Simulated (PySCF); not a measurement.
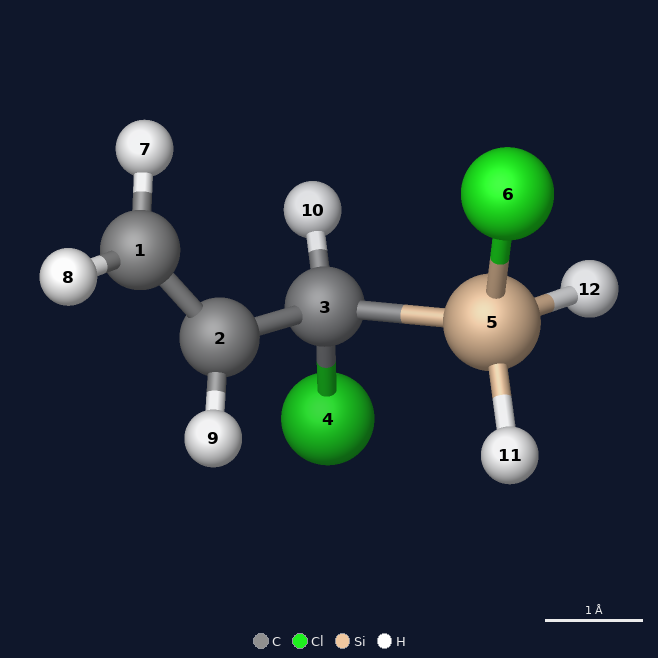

Numbered structure. Computed geometry: PBE0-D3(BJ)/def2-SVP optimisation. No frequency run is at hand to confirm it as a minimum.

Describe the coordination of atom 2.

C2 has 3 neighbours (C1 at 1.33, C3 at 1.49, H9 at 1.10 Å); the arrangement is trigonal planar.

Describe the coordination of atom 5.

Si5 has 4 neighbours (C3 at 1.90, Cl6 at 2.07, H11 at 1.49, H12 at 1.49 Å); the arrangement is tetrahedral.

How are the neighbours of atom 1 arranged?

C1 has 3 neighbours (C2 at 1.33, H7 at 1.09, H8 at 1.09 Å); the arrangement is trigonal planar.

What is the geometry at C3?

C3 has 4 neighbours (C2 at 1.49, Cl4 at 1.81, Si5 at 1.90, H10 at 1.10 Å); the arrangement is tetrahedral.

What is the dihedral angle C2–C3–Si5–Cl6?

61° in size, that is gauche.
